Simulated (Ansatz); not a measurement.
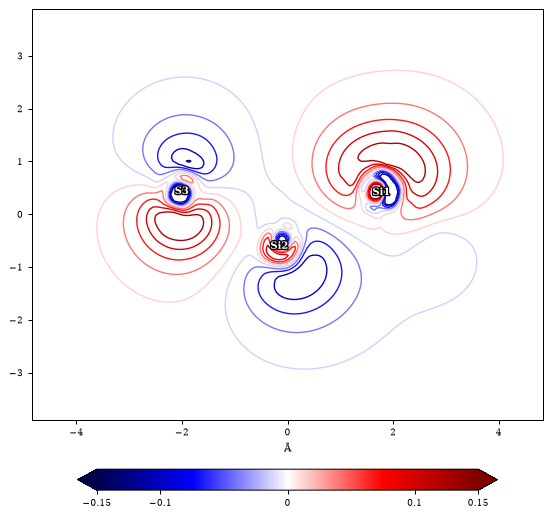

H4SSi2. The HOMO on the plane of atoms Si1, Si2 and S3 (values in Å⁻³ᐟ²; the overall sign is arbitrary).

Geometry: PBE0-D4/def2-TZVP.

Computed with RKS PBE0-D4/def2-TZVPP (Ansatz 0.2.0).

```xyz
7

Si   -0.8935    0.9771   -1.0289
Si    0.0802   -0.1623    0.5607
S     1.4114   -1.7674    0.1792
H    -1.3026    0.1357   -2.1868
H    -2.0554    1.7328   -0.4827
H     0.4603    0.5000    1.8345
H     2.2996   -1.4159    1.1241
```

### Describe this orbital and give its energy.

Its weight (Hirshfeld) is mainly on Si1 (about 50 %), Si2 (about 30 %) and S3 (about 10 %). Its energy is −6.01 eV.
